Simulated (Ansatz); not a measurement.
System: ClFSi···H₂.

Input

```
crystal:
  periodic: [false, false, false]
  atoms:
    - { symbol: Si, position_ang: [-0.021511, -0.040785, -1.054302] }
    - { symbol: H, position_ang: [1.133857, -0.211059, 1.337706] }
    - { symbol: H, position_ang: [1.646532, 0.177705, 1.009925] }
    - { symbol: Cl, position_ang: [-1.098793, 1.698778, -0.52328] }
    - { symbol: F, position_ang: [-0.830084, -1.183939, -0.182548] }
basis:
  gaussian: { orbitals: def2-SVP }
hamiltonian:
  xc: pbe
relax:
  f_tol: 0.03
  max_steps: 50
output:
  orbitals: {}
```

Run with:

```sh
ansatz run input.yaml --threads 1 --pin off --max-ram 2048MiB --backend cpu --events-out ev --progress --plain --runs-dir out
```

The fields are those of the run's last geometry, not of the input's.

Level of theory: RKS PBE/def2-SVP (Ansatz).

Q: Predict the electron density and electron localisation function between the atoms.

A: Si–F (1.65 Å): the density is about 0.94 e/Å³ at the midpoint; the ELF peaks at about 0.85 in the valence shell of F, 0.5 Å from its nucleus, and is about 0.45 at the midpoint.
Si–Cl (2.11 Å): ρ is about 0.77 e/Å³ halfway, with its minimum of 0.58 e/Å³ about 0.8 Å from Si; the ELF peaks at about 0.85 between the atoms, as expected for a shared but strongly polarised pair.

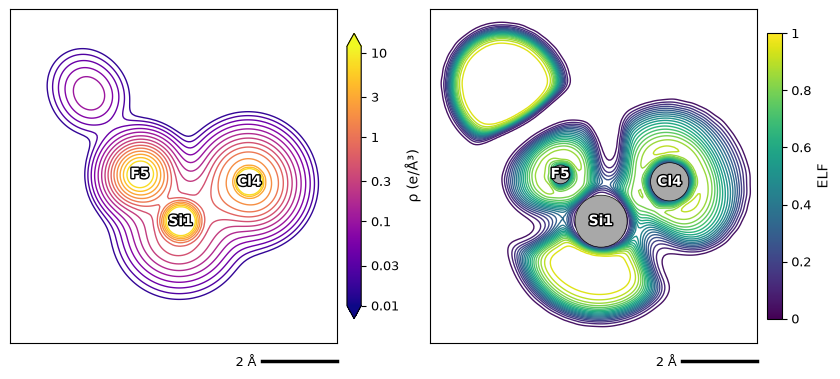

Computed electron density and electron localisation function on the plane of atoms Cl4, Si1 and F5, in this order. Grey discs cover the atomic cores in the ELF map. 
